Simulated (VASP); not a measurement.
Band structure of CuGaSe2 (chalcopyrite). Computed with LDA (Ceperley-Alder, Perdew-Zunger), VASP's LDA PAW potentials (set 64) (plane waves; VASP).

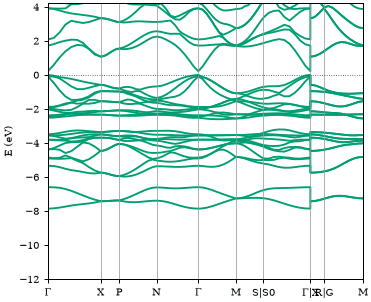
*Bands along high-symmetry lines, zero at the valence-band maximum or, without a gap, the Fermi level*

Problem. Read the plot: is there a gap, and where are the band edges?

Solution. The gap is direct, 0.21 eV, from the valence maximum at Γ to the conduction minimum at Γ. (Edges off the drawn lines would not show.)

Measured: gap 1.67 eV (computed value off by -1.46 eV), as given by Arghya Ghosh et al., Physical Review B (2024), arXiv:2401.16805.

The compound is CuGaSe2 in the chalcopyrite structure. It was relaxed first.
